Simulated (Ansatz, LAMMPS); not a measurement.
# Glassy nearly rigid 98GeO2-2ZnO (mol %), relaxed from a frame at 1700 K (194 atoms), step 2 of a relaxation

Geometry: step 2 of a relaxation. Computed with Ansatz 0.2.0: Kohn-Sham DFT, RPBE, PAW (set soft_2), plane waves; cutoff 420 eV, Γ point, fermi-dirac smearing of 0.025 eV; density 3.68 g/cm³.

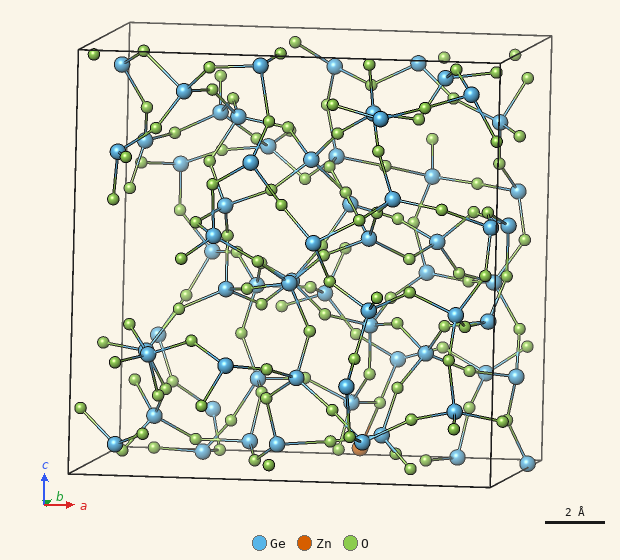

The structure (germanium blue, zinc orange, oxygen green). Bonds to atoms that aren't drawn are left out. Some periodic images of atoms are drawn too.

Cell vectors (Å):

```
14.510 0.000 0.000
0.000 14.510 0.000
0.000 0.000 14.510
```

Positions in Å, forces in eV/Å:

```csv
atom,x,y,z,fx,fy,fz
Ge1,10.63,2.42,9.58,0.22,1.06,-2.33
Ge2,9.49,5.39,8.01,2.31,0.76,2.15
Ge3,7.64,10.96,10.40,3.20,-0.71,1.48
Ge4,7.58,10.33,13.51,1.25,-2.06,5.27
Ge5,4.52,5.43,8.97,0.50,-0.61,0.87
Ge6,3.78,9.64,11.87,-1.14,0.11,1.68
Ge7,1.93,5.41,3.93,0.93,-1.14,0.33
Ge8,2.00,13.44,9.80,-0.38,-1.43,2.21
Ge9,10.74,12.69,9.70,-3.02,-0.92,0.61
Ge10,5.13,12.27,10.58,-1.16,0.70,0.32
Ge11,10.59,9.21,13.79,-0.20,3.83,-1.73
Ge12,12.04,4.99,13.60,4.20,-2.83,0.75
Ge13,8.47,8.39,8.95,0.22,-2.16,-0.64
Ge14,13.94,3.14,8.67,-1.11,-1.05,1.56
Ge15,6.51,5.37,0.87,2.05,1.63,-1.63
Ge16,9.76,2.65,1.22,1.53,0.92,1.34
Ge17,2.33,2.65,3.99,1.38,1.13,-1.47
Ge18,8.26,11.74,1.95,-1.41,-2.31,3.41
Ge19,14.46,10.92,0.11,-1.75,0.66,-1.11
Ge20,13.19,10.57,6.29,0.11,0.26,0.24
Ge21,13.31,1.91,13.28,1.72,0.20,-0.59
Ge22,0.81,5.84,13.65,1.93,-0.27,1.62
Ge23,13.57,6.15,5.25,-0.71,-0.82,-1.86
Ge24,12.60,13.85,2.96,0.42,0.15,-1.59
Ge25,4.51,2.39,8.13,-0.02,0.06,2.00
Ge26,10.42,0.11,12.47,-0.54,-0.70,2.56
Ge27,1.25,2.80,0.88,-0.09,-1.26,1.83
Ge28,14.15,9.73,3.15,-0.13,-2.54,-0.18
Ge29,4.95,11.38,5.88,2.16,2.42,-0.60
Ge30,10.62,12.80,6.40,-0.26,1.03,0.55
Ge31,1.22,1.86,10.94,-0.47,1.89,-0.53
Ge32,6.96,4.04,6.49,-2.65,-2.07,-2.59
Ge33,13.86,11.38,9.37,-0.20,-1.78,0.87
Ge34,9.48,0.04,3.29,-0.16,-0.53,-2.38
Ge35,6.48,8.69,6.25,0.25,2.07,1.47
Ge36,14.14,6.51,8.52,-1.69,-2.38,-0.56
Ge37,1.99,7.68,1.56,1.07,1.32,3.25
Ge38,1.29,14.04,3.90,-1.45,0.61,-1.50
Ge39,4.78,6.46,11.96,-1.21,-0.22,-0.22
Ge40,8.10,1.08,8.08,0.04,0.69,-0.05
Ge41,4.51,6.30,6.06,-2.31,-0.61,1.14
Ge42,7.04,13.59,5.53,0.65,3.06,-0.86
Ge43,5.99,2.31,14.01,0.80,-0.32,-1.91
Ge44,5.19,1.08,3.80,-0.71,0.40,0.27
Ge45,1.48,7.36,10.98,-0.61,1.73,0.65
Ge46,9.75,3.66,12.41,1.05,-0.07,-1.85
Ge47,13.45,9.09,11.87,-1.24,4.01,3.29
Ge48,12.84,2.92,5.65,0.22,0.08,0.11
Ge49,3.20,11.71,0.11,0.14,-0.83,-1.53
Ge50,9.99,1.73,5.80,-0.28,-2.29,-0.20
Ge51,12.94,2.37,2.39,0.88,-0.78,0.38
Ge52,9.95,6.55,1.22,-2.02,1.08,-1.04
Ge53,7.44,5.47,10.63,-0.50,1.65,-1.06
Ge54,3.23,3.60,12.96,1.21,1.00,3.05
Ge55,9.02,10.24,4.71,-0.26,0.28,0.34
Ge56,11.22,8.01,3.97,0.32,-1.53,-2.09
Ge57,5.15,10.72,2.73,1.40,-0.42,-1.06
Ge58,3.09,14.02,6.81,0.22,-1.06,0.79
Ge59,11.89,12.27,0.16,-0.12,0.42,-0.76
Ge60,5.20,8.43,0.74,-1.13,-0.35,0.34
Ge61,7.31,3.76,3.28,-2.69,-0.19,-0.29
Ge62,11.53,8.00,7.79,-1.03,0.19,-0.27
Ge63,5.87,1.16,10.76,0.83,-0.95,-0.18
Ge64,3.18,14.46,1.39,-2.27,-0.41,1.92
Zn65,8.29,14.30,0.23,0.30,1.05,-0.78
O66,5.59,6.76,0.21,0.13,-0.39,0.26
O67,5.61,7.46,5.51,0.52,0.72,-2.18
O68,6.93,1.43,9.33,0.62,-0.23,0.34
O69,2.95,6.01,5.36,0.49,0.75,0.09
O70,9.61,3.31,14.09,-0.43,-0.09,-0.02
O71,5.25,9.98,6.74,0.47,-3.20,1.45
O72,14.12,10.52,4.73,0.50,0.50,1.18
O73,5.49,9.00,2.39,0.26,-0.58,1.12
O74,11.82,1.16,12.82,0.28,0.01,-0.10
O75,4.49,11.24,4.23,-1.90,-0.25,-0.30
O76,8.56,2.23,6.71,-1.01,1.05,0.43
O77,0.32,1.77,14.25,-0.76,-1.04,-0.81
O78,10.26,8.16,0.49,-0.84,-2.11,2.97
O79,9.01,10.52,3.03,0.89,0.20,-1.87
O80,1.69,0.25,10.88,0.60,-1.97,0.72
O81,7.62,14.31,7.04,-0.47,-1.17,0.27
O82,13.78,10.39,1.61,-0.73,0.64,-0.18
O83,12.16,11.98,6.21,0.80,0.64,-0.38
O84,6.48,6.56,11.64,0.91,0.50,0.99
O85,13.53,12.30,13.97,0.14,0.02,0.03
O86,12.96,4.54,5.15,-0.37,-0.09,-0.20
O87,3.89,1.99,4.55,-0.29,0.62,0.59
O88,14.49,3.23,2.05,-1.31,0.54,0.57
O89,4.12,12.48,6.92,-1.09,1.44,0.77
O90,13.14,0.65,1.91,-0.38,1.05,-0.99
O91,0.36,6.16,4.11,-1.09,1.49,-0.53
O92,14.21,2.00,11.69,-1.87,0.40,0.46
O93,2.57,3.80,2.53,-0.78,-0.73,0.93
O94,12.36,12.17,9.54,-0.14,1.15,0.05
O95,12.22,12.54,1.85,-0.29,-0.20,0.69
O96,14.30,7.73,11.51,1.22,-3.25,-0.36
O97,9.55,1.54,4.14,-0.19,2.78,-0.04
O98,10.43,6.75,2.85,0.31,0.55,1.58
O99,4.50,1.84,9.93,-1.17,0.60,-1.31
O100,7.62,9.18,10.16,-0.89,0.94,1.20
O101,8.27,5.96,0.99,0.59,0.56,-0.28
O102,6.35,2.16,12.12,-0.12,0.16,0.90
O103,8.43,4.54,11.62,0.30,-0.67,0.94
O104,6.02,2.68,7.29,1.34,-0.30,-0.75
O105,10.96,13.40,13.73,-0.97,0.11,-0.14
O106,11.85,8.96,12.65,0.15,-1.13,-1.47
O107,13.72,5.54,13.82,-2.70,0.35,-0.52
O108,3.57,1.10,7.41,0.19,0.25,-0.69
O109,4.50,0.17,2.46,1.43,-0.33,-0.08
O110,10.56,13.94,10.90,0.60,-0.54,-1.64
O111,8.60,3.50,2.23,1.46,0.43,-1.20
O112,6.30,9.47,14.36,-0.62,-0.42,-0.56
O113,6.67,11.58,2.75,-0.01,1.10,0.11
O114,6.15,4.96,2.47,-0.14,-1.20,2.86
O115,7.56,9.37,5.10,-0.34,0.33,-0.73
O116,6.73,11.99,5.83,-1.30,-2.58,0.51
O117,2.35,1.45,1.36,-0.07,1.31,-0.96
O118,3.86,6.18,10.43,-0.96,0.61,0.64
O119,6.47,11.82,9.54,-0.77,1.22,-2.07
O120,2.26,13.76,5.30,0.29,-0.82,0.99
O121,6.47,3.98,14.33,0.36,0.29,-0.56
O122,11.98,6.87,5.00,0.63,-0.91,1.36
O123,12.66,8.73,3.37,1.03,0.90,-1.13
O124,14.29,9.77,13.37,0.14,-1.81,-1.89
O125,5.67,13.91,11.03,0.65,0.12,0.91
O126,14.10,6.63,6.78,1.52,0.81,1.74
O127,8.73,0.48,12.88,1.31,-0.62,0.57
O128,13.62,4.81,9.07,0.33,1.36,-0.18
O129,1.97,13.78,8.20,-0.32,0.72,-4.42
O130,7.55,8.10,7.52,-0.89,-0.18,-0.77
O131,9.54,11.67,5.58,-0.49,0.38,0.18
O132,6.14,4.98,9.59,0.26,-1.50,-0.79
O133,4.94,10.47,10.96,0.78,0.76,-1.55
O134,8.52,6.54,9.48,0.93,-0.43,0.05
O135,7.26,11.10,12.15,-1.95,3.54,-4.32
O136,10.77,6.42,7.28,-1.02,-1.02,0.21
O137,11.38,3.04,2.03,-1.42,0.88,-0.80
O138,13.36,9.98,10.40,0.34,0.79,-0.89
O139,14.03,13.66,3.93,1.31,-0.99,1.63
O140,4.23,2.46,13.89,-1.23,-0.22,0.03
O141,12.81,7.56,8.88,-0.56,0.52,1.40
O142,10.98,10.77,0.12,-0.40,-0.84,0.00
O143,10.45,0.08,6.35,0.47,-1.07,-0.23
O144,10.11,2.34,11.21,-0.80,0.51,2.68
O145,12.16,9.19,6.66,-0.14,-0.31,-0.25
O146,6.75,1.12,0.45,-0.26,-0.30,0.25
O147,3.59,11.00,13.02,0.07,-0.06,0.11
O148,7.89,11.52,0.34,-0.12,-0.24,-3.71
O149,11.26,2.68,6.40,0.00,1.22,0.65
O150,9.26,11.52,10.09,1.14,0.06,0.39
O151,11.08,14.01,3.78,0.24,-0.76,0.88
O152,1.06,6.84,9.37,2.18,0.13,-0.52
O153,10.12,12.78,8.09,-0.27,-0.04,-0.42
O154,3.70,3.97,8.47,-0.55,-0.62,-0.46
O155,12.74,2.03,4.16,0.55,-0.52,-0.09
O156,7.67,4.28,4.86,1.08,0.64,1.48
O157,8.00,4.94,7.41,-0.19,1.47,0.37
O158,8.10,13.93,4.15,-0.96,-0.89,0.53
O159,3.48,12.77,10.37,0.09,-0.92,-0.02
O160,11.06,5.76,0.15,-1.05,0.65,2.14
O161,1.67,6.11,12.20,0.99,-0.84,-0.72
O162,0.99,7.05,0.38,-1.77,-0.68,-2.06
O163,10.06,8.79,8.49,1.70,0.70,0.16
O164,2.52,6.37,2.58,1.09,0.22,-0.33
O165,5.48,14.30,5.00,0.13,0.32,0.22
O166,1.75,4.11,14.26,0.94,1.60,-1.82
O167,3.57,13.42,0.08,0.33,0.37,-1.36
O168,1.37,1.26,3.78,-1.72,-0.10,0.25
O169,1.15,8.84,2.70,-0.11,0.33,0.50
O170,9.66,1.10,8.92,0.69,-0.20,-0.02
O171,14.20,10.78,7.77,0.38,-0.31,-1.42
O172,4.38,8.10,12.46,0.73,-0.72,1.06
O173,9.06,13.23,1.88,0.61,1.63,-0.18
O174,2.38,2.95,11.72,-0.85,-0.60,-2.06
O175,4.47,6.72,7.87,-0.56,1.31,-1.56
O176,5.41,4.87,6.20,0.75,-1.72,-0.12
O177,1.90,13.40,2.37,1.08,-0.01,-0.42
O178,12.34,2.30,9.28,1.17,0.07,0.10
O179,6.46,2.25,3.64,0.09,-0.84,-0.34
O180,11.17,4.84,12.17,-1.94,-0.52,-2.53
O181,10.12,8.89,4.91,-0.20,0.01,0.79
O182,1.57,11.28,0.23,1.14,0.47,0.91
O183,9.91,4.01,8.99,0.42,0.15,0.21
O184,1.51,3.91,4.92,0.13,-0.34,0.47
O185,12.60,3.31,14.02,-0.71,0.95,0.46
O186,8.96,9.42,12.98,1.66,-0.90,0.02
O187,13.85,2.60,7.05,1.12,-0.71,-1.43
O188,2.31,8.94,11.17,-1.13,-0.19,-1.01
O189,4.23,10.98,1.26,0.26,0.05,0.77
O190,3.34,8.43,0.76,1.41,0.42,-0.99
O191,0.80,12.10,9.90,0.72,0.57,1.19
O192,9.52,0.99,1.51,-0.14,-1.53,0.37
O193,1.03,2.47,9.27,-1.19,0.50,-0.28
O194,4.02,5.16,12.94,0.94,0.44,0.15
```

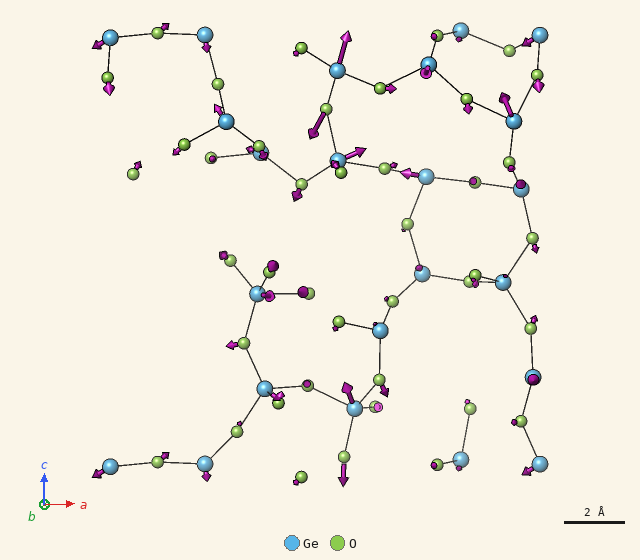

The forces as arrows, the longest 5.92 eV/Å. Drawn is a slice 4 Å thick, seen along the normal of the ac plane. Bonds to atoms that aren't drawn are left out.

The network of bonds at the start is that of the classical potential that made the cell. Only the Γ point is sampled, in a cell whose shortest periodic width is 15 Å.

The r.m.s. force component is 1.21 eV/Å; the longest force, 5.92 eV/Å, acts on O135. The energy lies 141.0 meV/atom below that of the first step of this run.

[Logs are printed without paths, hosts, clocks, repeated set-up lines and the standing remarks that a program may print on its own settings, such as how far it seeks lower states.]

[Hosts, paths, dates, database ids (printed as entryN), source tags and the programs' standing remarks are cut or masked in the printed files.]
